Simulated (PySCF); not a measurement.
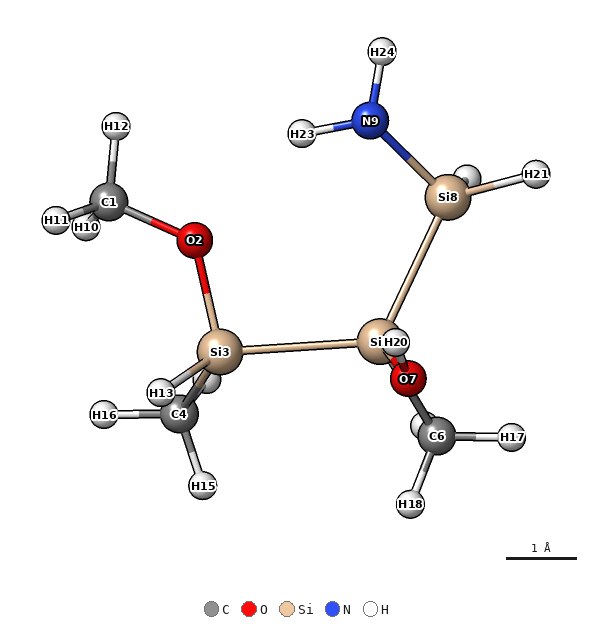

Fig. 1: The input geometry (ball-and-stick view, seen at a tilt; atoms are numbered from 1 in the order of the input).

# NMR shielding calculation of C₃H₁₅NO₂Si₃

C₃H₁₅NO₂Si₃, computed with GIAO PBE0/pcSseg-1 NMR shielding, non-relativistic, gas phase (PySCF 2.14.0).

The geometry comes from this level: GFN2-xTB. It belongs to a series of runs on one base structure; here: H on Si replaced by OCH3. Figures and captions count atoms from 1; the log counts them from 0 in places.

Input file:
```
{"job": {"kind": "nmr", "xc": "PBE0", "basis": "pcSseg-1"}, "charge": 0, "multiplicity": 1}
C     -2.302205     1.975690    -0.065171
O     -1.165809     1.224038     0.234249
Si    -1.131367    -0.337148     0.756431
C     -2.224438    -1.421818    -0.378530
Si     1.143223    -0.741758     0.586122
C      1.405646    -2.493310    -0.120372
O      1.750468    -0.953299     2.102658
Si     2.418500     0.826083    -0.564049
N      1.740209     2.331745    -0.057006
H     -2.904908     1.477486    -0.827201
H     -2.917605     2.120464     0.825592
H     -1.984090     2.949287    -0.441353
H     -1.828683    -0.380200     2.067425
H     -1.940247    -1.295870    -1.421272
H     -2.125914    -2.476393    -0.141316
H     -3.279342    -1.168525    -0.296242
H      2.459439    -2.753095    -0.128564
H      0.896849    -3.235308     0.487543
H      1.033310    -2.585000    -1.135962
H      1.854408    -0.221138     2.703533
H      3.841906     0.978250    -0.215775
H      2.418787     0.629531    -2.032706
H      0.735764     2.379639     0.016569
H      2.094366     3.190414    -0.446651
```

The first line tells a small driver script what to run in PySCF; the rest is the geometry in Å.

Run on 1 CPU thread, shared host.

Launch command:
```bash
OMP_NUM_THREADS=1 python <driver script> task.json out
```

Output:
```
coarse grid: 20664 points
cycle   1  E = -1196.0319471927  dE =  7.569e-01  |g| = 1.083e+00  |ddm| = 4.294e+00
cycle   2  E = -1195.7290401649  dE =  3.029e-01  |g| = 1.651e+00  |ddm| = 2.566e+00
cycle   3  E = -1196.2529442465  dE = -5.239e-01  |g| = 1.529e-01  |ddm| = 1.862e+00
cycle   4  E = -1196.2572511780  dE = -4.307e-03  |g| = 6.020e-02  |ddm| = 1.866e-01
cycle   5  E = -1196.2580987358  dE = -8.476e-04  |g| = 9.521e-03  |ddm| = 5.776e-02
cycle   6  E = -1196.2581165816  dE = -1.785e-05  |g| = 4.170e-03  |ddm| = 1.323e-02
cycle   7  E = -1196.2581202239  dE = -3.642e-06  |g| = 7.131e-04  |ddm| = 4.360e-03
final grid: 183392 points
cycle   8  E = -1196.3250378208  dE = -3.271e-05  |g| = 1.213e-02  |ddm| = 2.527e-02
cycle   9  E = -1196.3250087666  dE =  2.905e-05  |g| = 1.725e-02  |ddm| = 2.183e-02
cycle  10  E = -1196.3250671495  dE = -5.838e-05  |g| = 1.498e-03  |ddm| = 1.406e-02
cycle  11  E = -1196.3250675998  dE = -4.503e-07  |g| = 2.332e-04  |ddm| = 1.568e-03
cycle  12  E = -1196.3250676102  dE = -1.035e-08  |g| = 8.466e-05  |ddm| = 2.902e-04
cycle  13  E = -1196.3250676115  dE = -1.322e-09  |g| = 2.846e-05  |ddm| = 9.556e-05
cycle  14  E = -1196.3250676116  dE = -1.505e-10  |g| = 7.899e-06  |ddm| = 3.176e-05
```

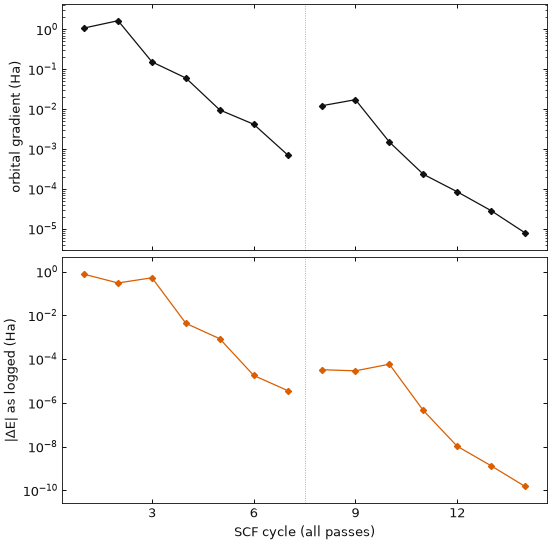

Fig. 2: Convergence of the self-consistent field: orbital gradient and size of the energy change against the SCF cycle. The dotted line marks the change from a coarse to the final integration grid. The first 7 cycles use a coarse grid, the final grid takes over at cycle 8, and the field converges after 14 cycles in all.

```
converged SCF energy = -1196.3250676116

GIAO shielding tensors (ppm)
atom      isotropic    diamagn.    paramagn.     s11        s22        s33       span
  0 C      133.432     241.088    -107.656    105.194    110.068    185.035     79.841
  1 O      333.591     405.245     -71.654    278.749    351.073    370.951     92.202
  2 Si     344.275     883.868    -539.594    282.963    329.999    419.862    136.899
  3 C      188.575     256.989     -68.413    180.188    188.943    196.596     16.408
  4 Si     337.894     881.397    -543.503    296.325    310.084    407.272    110.947
  5 C      185.063     255.214     -70.151    169.226    189.528    196.436     27.209
  6 O      322.390     387.154     -64.764    278.830    316.170    372.170     93.340
  7 Si     399.393     881.575    -482.182    354.835    367.909    475.435    120.600
  8 N      269.581     321.290     -51.709    231.451    261.284    316.009     84.558
  9 H       28.169      29.666      -1.497     23.272     26.861     34.372     11.100
 10 H       28.295      28.006       0.289     24.470     25.308     35.107     10.637
 11 H       28.004      28.889      -0.885     23.123     26.303     34.586     11.463
 12 H       26.071      31.438      -5.366     23.434     24.703     30.078      6.644
 13 H       31.650      34.519      -2.869     28.237     29.404     37.308      9.071
 14 H       31.745      31.950      -0.205     27.054     29.934     38.246     11.193
 15 H       30.877      30.638       0.239     26.155     28.854     37.621     11.466
 16 H       31.111      29.658       1.453     26.776     28.558     38.000     11.223
 17 H       31.181      31.450      -0.268     27.263     29.029     37.252      9.989
 18 H       31.930      33.338      -1.409     28.028     29.730     38.031     10.003
 19 H       31.213      32.832      -1.619     22.463     26.916     44.261     21.798
 20 H       26.618      29.434      -2.816     23.249     25.103     31.503      8.253
 21 H       26.668      30.853      -4.185     23.331     25.216     31.456      8.125
 22 H       30.691      36.322      -5.631     19.935     27.105     45.032     25.097
 23 H       32.079      30.391       1.688     23.627     27.855     44.753     21.126
```

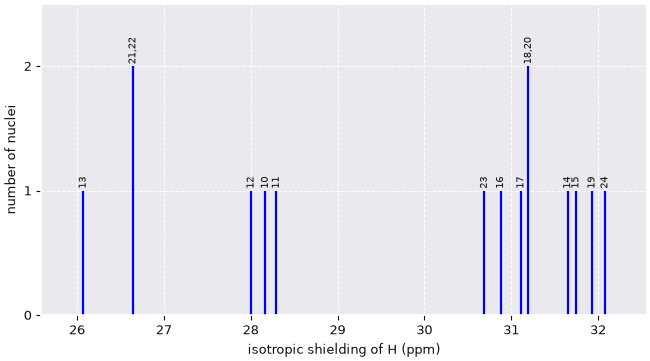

Fig. 3: Isotropic shieldings of the hydrogen nuclei in this fixed geometry, labelled by atom number; shielding grows to the right, so chemical shift grows to the left. The least shielded is H13 (26.1 ppm), the most shielded H24 (32.1 ppm).

Key numbers:

```csv
quantity,value
outcome,converged
total energy,−1196.325068 hartree
HOMO,−6.87 eV
LUMO,−0.67 eV
dipole moment,2.62 D
"isotropic shielding, C",133.4 to 188.6 ppm
"isotropic shielding, O",322.4 to 333.6 ppm
"isotropic shielding, Si",337.9 to 399.4 ppm
"isotropic shielding, N",269.6 ppm
"isotropic shielding, H",26.1 to 32.1 ppm
wall time,71 s
peak memory,1.2 GiB
```
